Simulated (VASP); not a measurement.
Band structure of Nd (relaxed from the dhcp structure, space group P6_3/mmc). All values below come from r2SCAN meta-GGA, VASP's PBE PAW potentials (set 64) (plane waves; VASP).

The 4f electrons are frozen in the core of the lanthanide potential, so 4f levels, which can set the real gap, and their magnetism are missing.

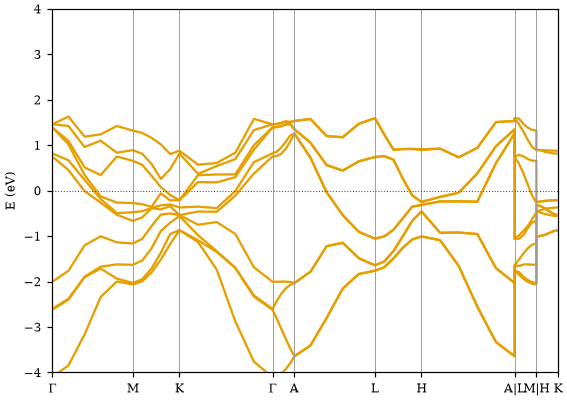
Bands along high-symmetry lines, zero at the valence-band maximum or, without a gap, the Fermi level

Problem. Read the plot: is there a gap, and where are the band edges?

Solution. It has no gap at this level: it comes out as a metal or semimetal.

The structure was generated: Nd was put into the dhcp type (P6_3/mmc), which need not be its known phase. It was relaxed first.
